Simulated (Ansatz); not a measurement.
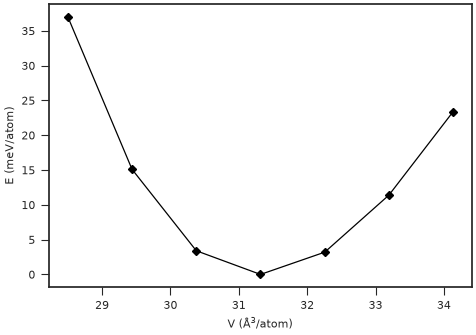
Te (trigonal Se type, P3_121) under volume change, the program Ansatz at the LDA level (PAW), shape and atoms relaxed at each volume.

What does a third-order Birch–Murnaghan fit give for V₀, B₀ and B′?

V₀ = 31.31 Å³/atom, B₀ = 36.6 GPa, B′ = 7.0.

The cell was relaxed with LDA under the symmetry of its start. A crystal of weakly bound chains computed without a dispersion correction: the cell and the soft elastic constants depend strongly on that. Spin–orbit coupling is left out wherever it is not named.

Potentials: the later of the program's two PAW sets.
